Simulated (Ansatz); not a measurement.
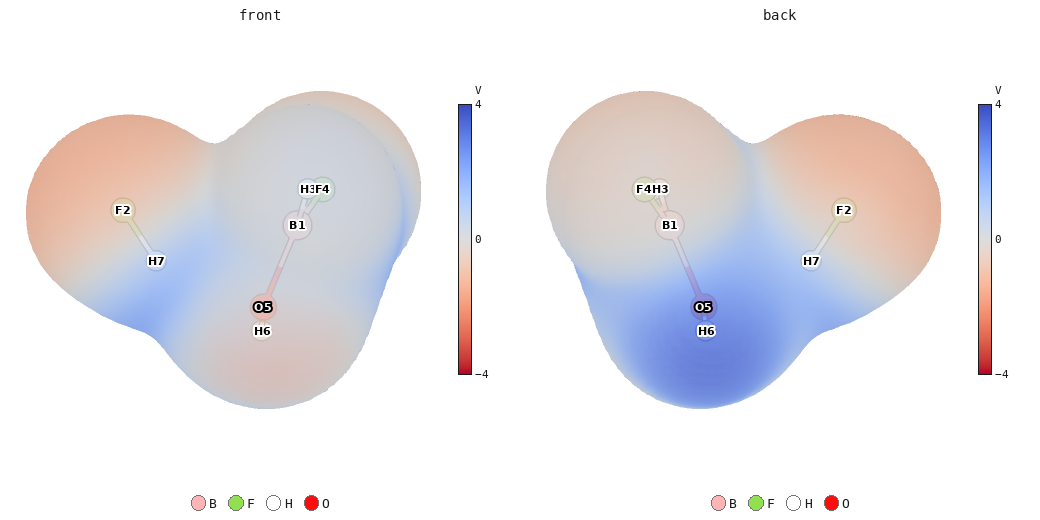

The picture shows: BFH₂O···HF. The molecular electrostatic potential painted on the density surface at 0.002 e/bohr³, seen from the front and from behind; the colour scale runs from red (negative) to blue (positive).

These are results of Ansatz 0.2.0, RKS PBE-D4/def2-SVP, not measurements.

```xyz
7

B     0.0463   -0.4137   -0.4385
F    -0.0678   -0.0636    2.2562
H     1.0340    0.2766   -0.5198
F    -1.1170   -0.0251   -0.9651
O     0.1396   -1.6524    0.1468
H    -0.7118   -2.1332    0.1039
H     0.2058   -0.8424    1.7961
```

Q: Which sites attract a positive test charge, and which a negative one?

A: A positive charge is drawn to the negative regions and a negative charge to the positive ones. The most negative region (about −1.2 V, or −28 kcal/mol for a unit charge) lies over F2, the most positive (about +3.1 V, or +71 kcal/mol for a unit charge) over H6.
